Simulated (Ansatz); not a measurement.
# AlF2H: molecular dynamics

Aim: follow the molecule's vibrations and see whether its bonds hold. The start is relaxed first. Runs: 150 steps of 0.25 fs under a Langevin thermostat at 500 K; 150 steps of 0.5 fs at constant energy, with velocities drawn for 300 K.

Program: Ansatz 0.2.0. Level of theory: RKS B3LYP-D4/6-31G*. These are calculated values, not measurements.

## Step 1: The starting structure

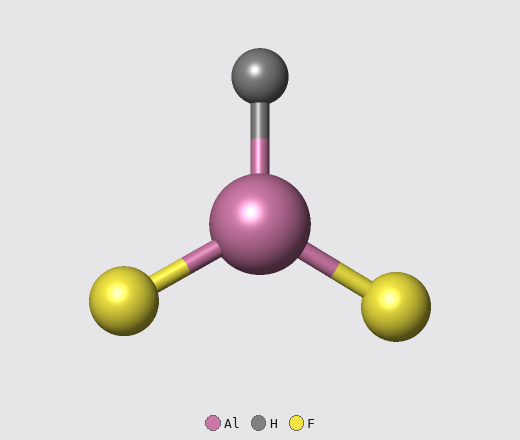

Start, viewed from a chosen angle; aluminium pink, hydrogen grey, fluorine yellow.

Structure file:

```xyz
4

Al    0.0000    0.0000    0.0000
H     0.0000    0.0000    1.5600
F     1.4635    0.0000   -0.8450
F    -1.4635    0.0000   -0.8450
```

## Step 2: Relaxing the start

File input.yaml:

```yaml
crystal:
  periodic: [false, false, false]
  atoms:
    - { symbol: Al, position_ang: [0.0, 0.0, 0.0] }
    - { symbol: H, position_ang: [0.0, 0.0, 1.56] }
    - { symbol: F, position_ang: [1.4635, 0.0, -0.845] }
    - { symbol: F, position_ang: [-1.4635, 0.0, -0.845] }
basis:
  gaussian: { orbitals: "6-31G*" }
hamiltonian:
  xc: b3lyp
  dispersion: d4
relax:
  f_tol: 0.02
  max_steps: 40
output:
  orbitals: {}
```

On the command line:

```bash
ansatz run input.yaml --threads 1 --pin off --max-ram 2048MiB --backend cpu --events-out ev --progress --plain --runs-dir out
```

Standard output, shortened:

```text
Warning: RAYON_NUM_THREADS=1 ignored (pool sized by the plan → 1); use --threads N
[...]
Functional definition: B3LYP
[...]
473 factors; integrals over basis functions are off by at most 5.5e-4 eV
[...]
mean field -12050.62306139 eV, -442.8522293003 hartree, gradient 1.3e-5 eV, S^2 0.000000; 0 other end points of the search recorded, 0 dependent functions left out
[...]
reference -12050.62329054 eV, -442.8522377213 hartree; 16, 16 occupied and 35, 35 virtual orbitals, 473 factors
relax step   1: F+E_penalty+E_count = -12050.68914814 eV  Δ(F+E_penalty+E_count) = +0.000e0 eV  max|allowed force component| = 1.139e0 eV/Å  Δτ_max = 0.0000 Å  (23 SCF iters, accepted)
[...]
relax step   3: F+E_penalty+E_count = -12050.74787824 eV  Δ(F+E_penalty+E_count) = -1.762e-2 eV  max|allowed force component| = 5.483e-2 eV/Å  Δτ_max = 0.0292 Å  (22 SCF iters, accepted)
[...]
relax step   4: F+E_penalty+E_count = -12050.74795578 eV  Δ(F+E_penalty+E_count) = -7.754e-5 eV  max|allowed force component| = 6.960e-3 eV/Å  Δτ_max = 0.0014 Å  (17 SCF iters, accepted)
473 factors; integrals over basis functions are off by at most 5.5e-4 eV
[...]
mean field -12050.68111426 eV, -442.8543627040 hartree, gradient 5.4e-5 eV, S^2 0.000000; 1 other end points of the search recorded, 0 dependent functions left out
[...]
reference -12050.68134245 eV, -442.8543710899 hartree; 16, 16 occupied and 35, 35 virtual orbitals, 473 factors
Total energy: -12050.74818397 eV, -442.8568274703 hartree
Atom 0 at    -0.000000     0.000000     0.001311 Å, force     0.000000    -0.000000     0.006960 eV/Å
Atom 1 at     0.000000    -0.000000     1.567021 Å, force     0.000000     0.000000    -0.000315 eV/Å
Atom 2 at     1.411107    -0.000000    -0.849166 Å, force    -0.000573     0.000000    -0.003323 eV/Å
Atom 3 at    -1.411107    -0.000000    -0.849166 Å, force     0.000573     0.000000    -0.003323 eV/Å
Dipole moment:    -0.000000     0.000000     0.256428 e Å
```

Run time: 4.8 s. Hardware: 1 thread of Arm Neoverse V2, shared host; peak memory 0.1 GiB.

The steps of the relaxation:

```csv
step,energy from step 1 (eV),largest force component (eV/Å)
1,0.0000,1.1388
2,-0.0411,0.6445
3,-0.0587,0.0548
4,-0.0588,0.0070
```

Step 1 is the start.

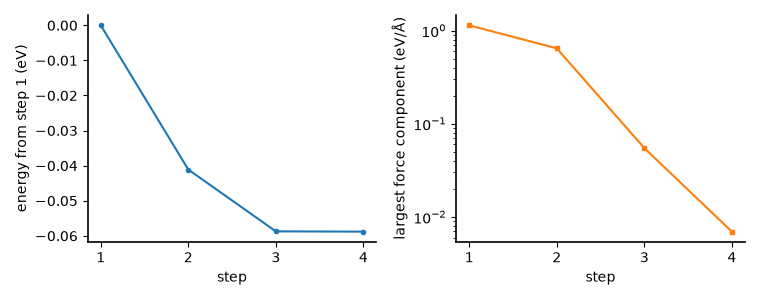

How energy and force went from step to step.

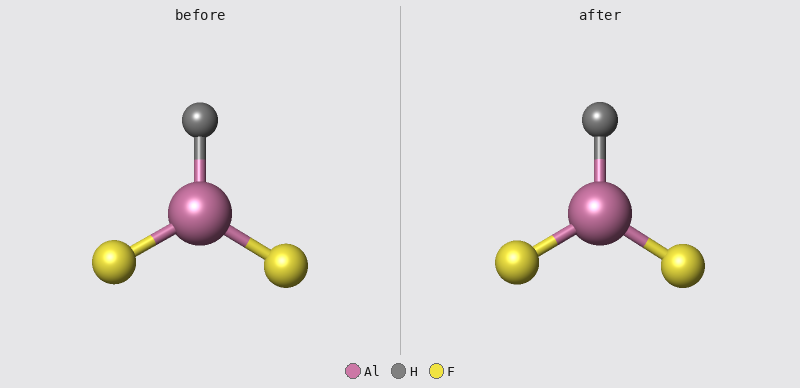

Before and after, at one scale.

After: Bond lengths: Al1–H2 1.566 Å, Al1–F3 1.648 Å, Al1–F4 1.648 Å. Angles: H2–Al1–F3 121.1°, H2–Al1–F4 121.1°, F3–Al1–F4 117.8°.

## Step 3: Run 1

150 steps of 0.25 fs under a Langevin thermostat at 500 K, from the relaxed start.

File input.yaml:

```yaml
crystal:
  periodic: [false, false, false]
  atoms:
    - { symbol: Al, position_ang: [0.0, 0.0, 0.001311] }
    - { symbol: H, position_ang: [0.0, 0.0, 1.567021] }
    - { symbol: F, position_ang: [1.411107, 0.0, -0.849166] }
    - { symbol: F, position_ang: [-1.411107, 0.0, -0.849166] }
basis:
  gaussian: { orbitals: "6-31G*" }
hamiltonian:
  xc: b3lyp
  dispersion: d4
md:
  timestep: 0.25
  n_steps: 150
  ensemble: nvt_langevin
  temperature: 500.0
  initial_velocities: maxwell_boltzmann
  seed: 94951
  friction: 0.02
```

On the command line:

```bash
ansatz run input.yaml --threads 1 --pin off --max-ram 2048MiB --backend cpu --events-out ev --progress --plain --runs-dir out
```

Standard output, shortened:

```text
Warning: RAYON_NUM_THREADS=1 ignored (pool sized by the plan → 1); use --threads N
[...]
Functional definition: B3LYP
[...]
473 factors; integrals over basis functions are off by at most 5.5e-4 eV
[...]
mean field -12050.68111113 eV, -442.8543625889 hartree, gradient 8.5e-6 eV, S^2 0.000000; 0 other end points of the search recorded, 0 dependent functions left out
[...]
reference -12050.68133932 eV, -442.8543709748 hartree; 16, 16 occupied and 35, 35 virtual orbitals, 473 factors
md step     0: t =     0.00 fs  T =   375.0 K  F+E_penalty+E_count = -12050.74795264 eV  E_kin = 0.193890 eV  (23 SCF iters)
[...]
md step    19: t =     4.75 fs  T =   174.2 K  F+E_penalty+E_count = -12050.64247697 eV  E_kin = 0.090081 eV  (17 SCF iters)
[...]
md step    38: t =     9.50 fs  T =   108.5 K  F+E_penalty+E_count = -12050.63905827 eV  E_kin = 0.056098 eV  (18 SCF iters)
[...]
md step    57: t =    14.25 fs  T =   220.1 K  F+E_penalty+E_count = -12050.65307667 eV  E_kin = 0.113794 eV  (18 SCF iters)
[...]
md step    74: t =    18.50 fs  T =   245.2 K  F+E_penalty+E_count = -12050.65436397 eV  E_kin = 0.126798 eV  (22 SCF iters)
md step    75: t =    18.75 fs  T =   246.8 K  F+E_penalty+E_count = -12050.65522438 eV  E_kin = 0.127584 eV  (17 SCF iters)
```

## Step 4: The log goes on: dynamics from the start

Output, continued, shortened:

```text
md step    76: t =    19.00 fs  T =   215.3 K  F+E_penalty+E_count = -12050.65680951 eV  E_kin = 0.111341 eV  (17 SCF iters)
[...]
md step    94: t =    23.50 fs  T =   371.2 K  F+E_penalty+E_count = -12050.67437580 eV  E_kin = 0.191904 eV  (20 SCF iters)
[...]
md step   112: t =    28.00 fs  T =   241.5 K  F+E_penalty+E_count = -12050.63229644 eV  E_kin = 0.124846 eV  (17 SCF iters)
[...]
md step   130: t =    32.50 fs  T =   196.4 K  F+E_penalty+E_count = -12050.63048276 eV  E_kin = 0.101570 eV  (17 SCF iters)
[...]
md step   148: t =    37.00 fs  T =   214.1 K  F+E_penalty+E_count = -12050.65785421 eV  E_kin = 0.110710 eV  (22 SCF iters)
[...]
md step   149: t =    37.25 fs  T =   238.1 K  F+E_penalty+E_count = -12050.65953109 eV  E_kin = 0.123120 eV  (17 SCF iters)
[...]
md step   150: t =    37.50 fs  T =   192.5 K  F+E_penalty+E_count = -12050.66116560 eV  E_kin = 0.099546 eV  (22 SCF iters)
Total energy: -12050.66139400 eV, -442.8536379979 hartree
Atom 0 at    -0.025217     0.000180    -0.009266 Å, force     1.354249     0.390064     1.412476 eV/Å
Atom 1 at    -0.089026     0.130896     1.550201 Å, force     0.096185    -0.090559     0.057784 eV/Å
Atom 2 at     1.433369     0.120652    -0.754948 Å, force     0.017331    -0.096198    -0.288787 eV/Å
Atom 3 at    -1.431611    -0.092979    -0.758455 Å, force    -1.467765    -0.203308    -1.181473 eV/Å
Dipole moment:    -0.012552    -0.059798     0.133897 e Å
```

Wall time 2.3 min (1 thread of Arm Neoverse V2, shared host); peak memory 0.092 GiB.

## Step 5: What the atoms did

One step in 11; energies are changes from step 0:

```csv
time (fs),T (K),potential energy change (meV/atom)
0.0,375,0.0
2.8,264,16.7
5.5,149,25.9
8.2,167,23.1
11.0,111,31.0
13.8,209,24.6
16.5,262,22.6
19.2,232,22.3
22.0,366,17.2
24.8,405,20.6
27.5,256,28.1
30.2,190,31.0
33.0,217,28.8
35.8,262,24.1
37.5,193,21.7
```

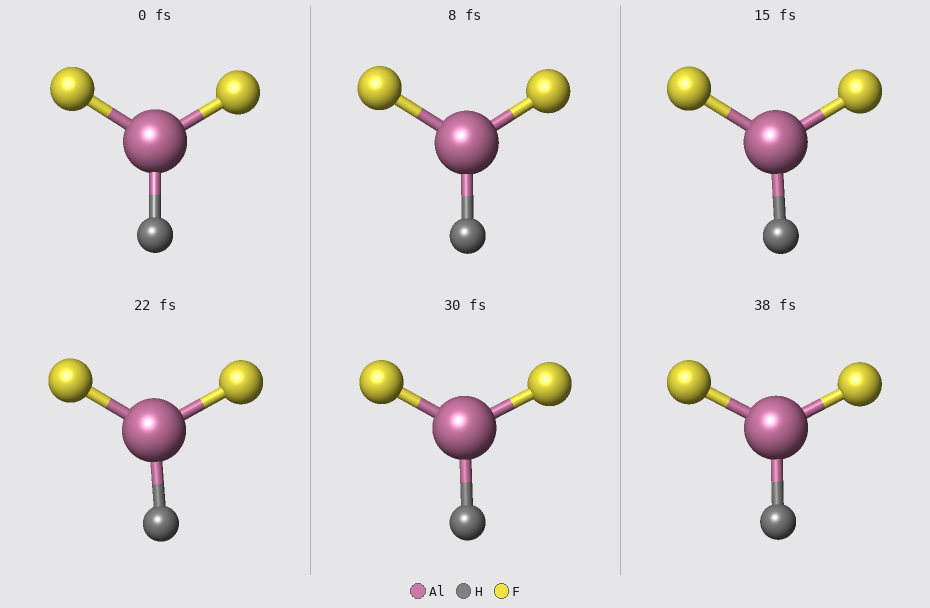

Six frames of the run, seen from a chosen angle. Sticks join atoms within a bonding distance in each frame.

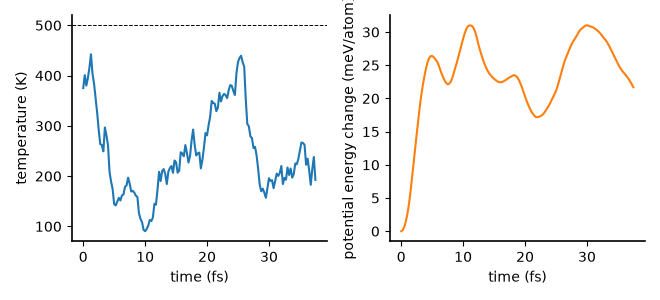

Traces against time; each panel has its own scale. The dashed line is the set temperature.

## Step 6: Snapshots as a file

Extended XYZ, with forces in eV/Å:

```xyz
4
time_fs=4.8 T=174 dE=0.1055
Al   -0.021   -0.007    0.023    1.444    0.142   -2.210
H    -0.037    0.050    1.513    0.006   -0.013    1.262
F     1.442    0.019   -0.865   -1.433   -0.076    0.923
F    -1.411    0.000   -0.862   -0.017   -0.053    0.025
4
time_fs=9.5 T=108 dE=0.1089
Al   -0.023   -0.012    0.026    1.314    0.400   -0.755
H    -0.086    0.119    1.625    0.100   -0.151   -0.543
F     1.456    0.032   -0.859   -1.712   -0.145    1.108
F    -1.419   -0.004   -0.868    0.298   -0.103    0.190
4
time_fs=14.0 T=216 dE=0.0963
Al   -0.014   -0.005    0.027    0.517    0.421   -1.042
H    -0.127    0.166    1.601    0.188   -0.156   -0.298
F     1.456    0.039   -0.848   -1.485   -0.151    0.961
F    -1.439   -0.016   -0.856    0.780   -0.114    0.379
4
time_fs=18.8 T=247 dE=0.0927
Al    0.000   -0.006    0.021   -0.810    0.266   -1.706
H    -0.150    0.156    1.524    0.183   -0.040    0.781
F     1.440    0.046   -0.825   -0.635   -0.130    0.411
F    -1.462   -0.035   -0.841    1.262   -0.097    0.514
4
time_fs=23.5 T=371 dE=0.0736
Al    0.013   -0.008    0.005   -2.166    0.260    0.263
H    -0.133    0.142    1.563    0.247   -0.114   -0.047
F     1.417    0.064   -0.795    0.825   -0.065   -0.520
F    -1.461   -0.054   -0.815    1.094   -0.082    0.304
4
time_fs=28.0 T=241 dE=0.1157
Al    0.011   -0.010   -0.015   -2.168    0.268    1.857
H    -0.107    0.159    1.559    0.218   -0.138   -0.230
F     1.398    0.074   -0.775    1.980    0.000   -1.242
F    -1.440   -0.077   -0.782   -0.030   -0.130   -0.385
4
time_fs=32.8 T=193 dE=0.1163
Al   -0.008   -0.006   -0.023   -0.451    0.340    1.958
H    -0.066    0.169    1.533    0.085   -0.117    0.067
F     1.407    0.094   -0.757    1.479   -0.025   -1.058
F    -1.430   -0.087   -0.767   -1.113   -0.198   -0.967
4
time_fs=37.5 T=193 dE=0.0868
Al   -0.025    0.000   -0.009    1.354    0.390    1.413
H    -0.089    0.131    1.550    0.096   -0.091    0.058
F     1.433    0.121   -0.755    0.017   -0.096   -0.289
F    -1.432   -0.093   -0.758   -1.468   -0.203   -1.181
```

Reading of run 1. Against a set 500 K the second half averages 270 K with a spread of 79 K; 25 meV/atom has gone into potential energy, and a thermostat that acts over some 50 fs has not made it up in 38 fs. No bond forms or breaks.

## Step 7: Run 2

150 steps of 0.5 fs at constant energy, with velocities drawn for 300 K, starting from the last frame of an earlier run, with new velocities.

File input.yaml:

```yaml
crystal:
  periodic: [false, false, false]
  atoms:
    - { symbol: Al, position_ang: [-0.025217, 0.00018, -0.009266] }
    - { symbol: H, position_ang: [-0.089026, 0.130896, 1.550201] }
    - { symbol: F, position_ang: [1.433369, 0.120652, -0.754948] }
    - { symbol: F, position_ang: [-1.431611, -0.092979, -0.758455] }
basis:
  gaussian: { orbitals: "6-31G*" }
hamiltonian:
  xc: b3lyp
  dispersion: d4
md:
  timestep: 0.5
  n_steps: 150
  ensemble: nve
  temperature: 300.0
  initial_velocities: maxwell_boltzmann
  seed: 319641
```

On the command line:

```bash
ansatz run input.yaml --threads 1 --pin off --max-ram 2048MiB --backend cpu --events-out ev --progress --plain --runs-dir out
```

Standard output, shortened:

```text
Warning: RAYON_NUM_THREADS=1 ignored (pool sized by the plan → 1); use --threads N
[...]
Functional definition: B3LYP
[...]
472 factors; integrals over basis functions are off by at most 5.5e-4 eV
[...]
mean field -12050.59424661 eV, -442.8511703768 hartree, gradient 1.0e-5 eV, S^2 0.000000; 0 other end points of the search recorded, 0 dependent functions left out
[...]
reference -12050.59447502 eV, -442.8511787706 hartree; 16, 16 occupied and 35, 35 virtual orbitals, 472 factors
md step     0: t =     0.00 fs  T =   300.0 K  F+E_penalty+E_count = -12050.66116464 eV  E_kin = 0.077556 eV  conserved = -12050.58360864 eV  (21 SCF iters)
[...]
md step    19: t =     9.50 fs  T =   345.4 K  F+E_penalty+E_count = -12050.67292200 eV  E_kin = 0.089303 eV  conserved = -12050.58361882 eV  (20 SCF iters, 3 dispersion substeps)
[...]
md step    38: t =    19.00 fs  T =    91.3 K  F+E_penalty+E_count = -12050.60715351 eV  E_kin = 0.023608 eV  conserved = -12050.58354581 eV  (17 SCF iters, 3 dispersion substeps)
[...]
md step    57: t =    28.50 fs  T =   502.9 K  F+E_penalty+E_count = -12050.71368882 eV  E_kin = 0.130010 eV  conserved = -12050.58367913 eV  (20 SCF iters, 3 dispersion substeps)
[...]
md step    75: t =    37.50 fs  T =   229.1 K  F+E_penalty+E_count = -12050.64275532 eV  E_kin = 0.059217 eV  conserved = -12050.58353815 eV  (20 SCF iters, 3 dispersion substeps)
md step    76: t =    38.00 fs  T =   239.8 K  F+E_penalty+E_count = -12050.64553898 eV  E_kin = 0.061994 eV  conserved = -12050.58354505 eV  (20 SCF iters, 3 dispersion substeps)
```

## Step 8: The output, continued: dynamics from the last frame of an earlier run

The log, continued, shortened:

```text
md step    77: t =    38.50 fs  T =   254.6 K  F+E_penalty+E_count = -12050.64938433 eV  E_kin = 0.065830 eV  conserved = -12050.58355422 eV  (20 SCF iters, 3 dispersion substeps)
[...]
md step    95: t =    47.50 fs  T =   521.9 K  F+E_penalty+E_count = -12050.71858594 eV  E_kin = 0.134931 eV  conserved = -12050.58365507 eV  (20 SCF iters, 3 dispersion substeps)
[...]
md step   113: t =    56.50 fs  T =   159.9 K  F+E_penalty+E_count = -12050.62491021 eV  E_kin = 0.041348 eV  conserved = -12050.58356180 eV  (20 SCF iters, 3 dispersion substeps)
[...]
md step   131: t =    65.50 fs  T =   316.3 K  F+E_penalty+E_count = -12050.66539437 eV  E_kin = 0.081772 eV  conserved = -12050.58362276 eV  (20 SCF iters, 3 dispersion substeps)
[...]
md step   149: t =    74.50 fs  T =   309.1 K  F+E_penalty+E_count = -12050.66351504 eV  E_kin = 0.079901 eV  conserved = -12050.58361438 eV  (20 SCF iters, 3 dispersion substeps)
[...]
md step   150: t =    75.00 fs  T =   292.5 K  F+E_penalty+E_count = -12050.65922947 eV  E_kin = 0.075621 eV  conserved = -12050.58360804 eV  (22 SCF iters, 3 dispersion substeps)
Total energy: -12050.65945621 eV, -442.8535667855 hartree
Atom 0 at    -0.020939     0.013447     0.071960 Å, force     0.725677     0.037973     1.293124 eV/Å
Atom 1 at     0.020176     0.014244     1.636079 Å, force    -0.082506     0.003782     0.022354 eV/Å
Atom 2 at     1.328281     0.109027    -0.811160 Å, force     1.155297     0.093166    -0.478226 eV/Å
Atom 3 at    -1.338393    -0.094006    -0.822156 Å, force    -1.798468    -0.134921    -0.837251 eV/Å
Dipole moment:    -0.032709     0.005030     0.290312 e Å
```

Wall time 2.4 min (1 thread of Arm Neoverse V2, shared host); peak memory 0.091 GiB.

## Step 9: Frames and traces

One step in 11; energies are changes from step 0:

```csv
time (fs),T (K),potential energy change (meV/atom),total energy change (meV/atom)
0.0,300,0.0,0.00
5.5,507,-13.4,-0.02
11.0,250,3.2,0.01
16.5,44,16.5,0.02
22.0,248,3.4,0.01
27.5,503,-13.1,-0.02
33.0,330,-2.0,0.00
38.5,255,2.9,0.01
44.0,497,-12.7,-0.01
49.5,469,-10.9,-0.01
55.0,211,5.8,0.01
60.5,141,10.3,0.01
66.0,335,-2.3,-0.01
71.5,392,-5.9,-0.01
75.0,293,0.5,0.00
```

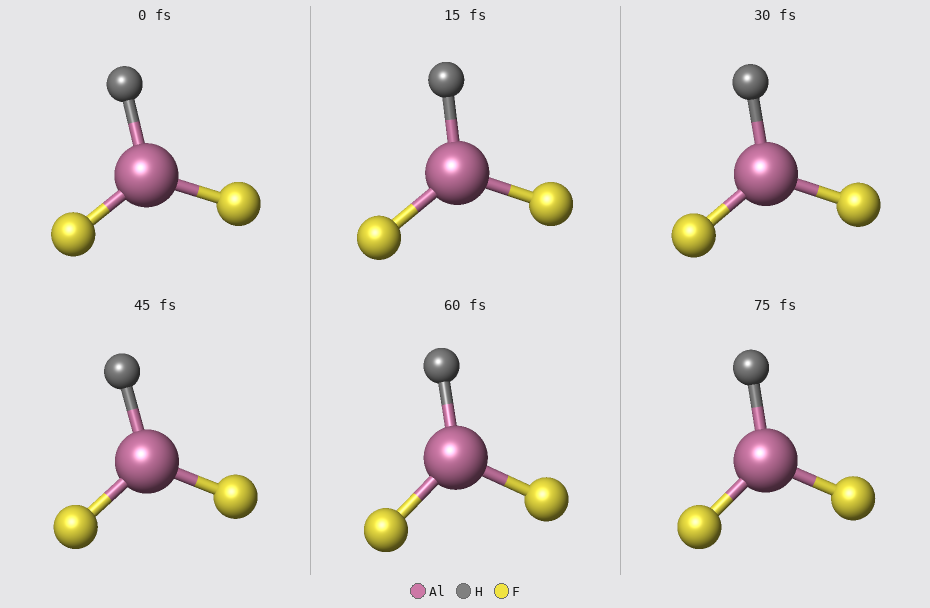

Six frames of the run, seen from a chosen angle. Sticks join atoms within a bonding distance in each frame.

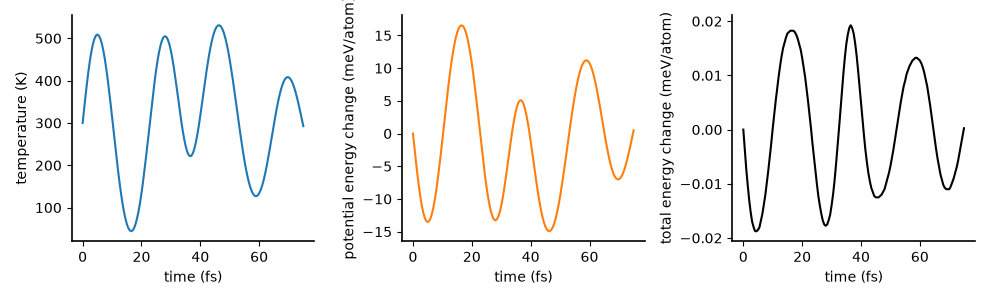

Traces against time; each panel has its own scale.

## Step 10: Snapshots as a file

Extended XYZ, with forces in eV/Å:

```xyz
4
time_fs=9.5 T=345 dE=-0.0118
Al   -0.006    0.018    0.016   -0.610   -0.142   -0.532
H     0.041   -0.001    1.582   -0.108    0.022   -0.009
F     1.466    0.115   -0.760   -0.704   -0.022    0.014
F    -1.498   -0.106   -0.790    1.422    0.142    0.528
4
time_fs=19.0 T=91 dE=0.0540
Al   -0.002    0.032    0.029   -0.910   -0.513   -0.908
H     0.089   -0.117    1.593   -0.180    0.132   -0.100
F     1.468    0.109   -0.766   -0.842    0.082    0.103
F    -1.509   -0.113   -0.803    1.932    0.299    0.904
4
time_fs=28.0 T=505 dE=-0.0531
Al   -0.021    0.031    0.016    0.513   -0.376    0.210
H     0.005   -0.132    1.568   -0.050    0.133    0.117
F     1.436    0.107   -0.768   -0.364    0.117   -0.063
F    -1.446   -0.109   -0.783   -0.100    0.126   -0.264
4
time_fs=37.5 T=229 dE=0.0184
Al   -0.024    0.019    0.015    1.192   -0.032    1.964
H    -0.117   -0.038    1.584    0.163    0.066   -0.053
F     1.390    0.109   -0.774    0.745    0.095   -0.463
F    -1.389   -0.099   -0.775   -2.101   -0.130   -1.448
4
time_fs=47.0 T=528 dE=-0.0590
Al    0.000    0.005    0.063   -1.220    0.132   -0.081
H    -0.116    0.108    1.615    0.168   -0.063    0.105
F     1.373    0.115   -0.799    0.706   -0.015   -0.243
F    -1.406   -0.093   -0.821    0.346   -0.053    0.220
4
time_fs=56.0 T=175 dE=0.0325
Al   -0.004   -0.004    0.110   -0.616    0.406   -1.769
H     0.006    0.196    1.672   -0.046   -0.172   -0.155
F     1.383    0.120   -0.831   -0.644   -0.190    0.710
F    -1.416   -0.091   -0.859    1.306   -0.044    1.214
4
time_fs=65.5 T=316 dE=-0.0042
Al   -0.026   -0.001    0.108    0.925    0.387   -1.293
H     0.098    0.157    1.660   -0.222   -0.129    0.018
F     1.369    0.118   -0.835   -0.748   -0.168    0.743
F    -1.376   -0.090   -0.851    0.045   -0.090    0.533
4
time_fs=75.0 T=293 dE=0.0019
Al   -0.021    0.013    0.072    0.726    0.038    1.293
H     0.020    0.014    1.636   -0.083    0.004    0.022
F     1.328    0.109   -0.811    1.155    0.093   -0.478
F    -1.338   -0.094   -0.822   -1.798   -0.135   -0.837
```

On run 2: The temperature starts at 300 K and averages 331 K in the second half, where it ranges from 127 to 531 K; the start was no minimum (force components up to 1.5 eV/Å), and the potential energy that it sheds (2 meV/atom) turns into motion, which in so few atoms is no thermal temperature. The total energy strays from its start by at most 0.02 meV/atom, under 0.1 % of the mean kinetic energy, which is good for a step of 0.5 fs. The bonding pattern survives the run.

## Step 11: Results

| quantity | value |
| --- | --- |
| relaxation of the start | 3 moves, 0.059 eV lower |
| run 1: length | 150 steps of 0.25 fs |
| run 1: temperature, first and last step | 375 and 193 K |
| run 1: temperature, second half | mean 270 K, from 157 to 439 K |
| run 1: potential energy, second half | +25 meV/atom from this run's first step |
| run 1: bonds formed or broken | 0 |
| run 2: length | 150 steps of 0.5 fs |
| run 2: temperature, first and last step | 300 and 293 K |
| run 2: temperature, second half | mean 331 K, from 127 to 531 K |
| run 2: potential energy, second half | -2 meV/atom from this run's first step |
| run 2: largest change of the total energy | 0.02 meV/atom |
| run 2: bonds formed or broken | 0 |

Mean temperatures of the second halves: 270 K, 331 K. No bond formed or broke in any run. Averages from a run of 75 fs with 4 atoms are rough. The nuclei move classically, without zero-point motion, which matters most for hydrogen.
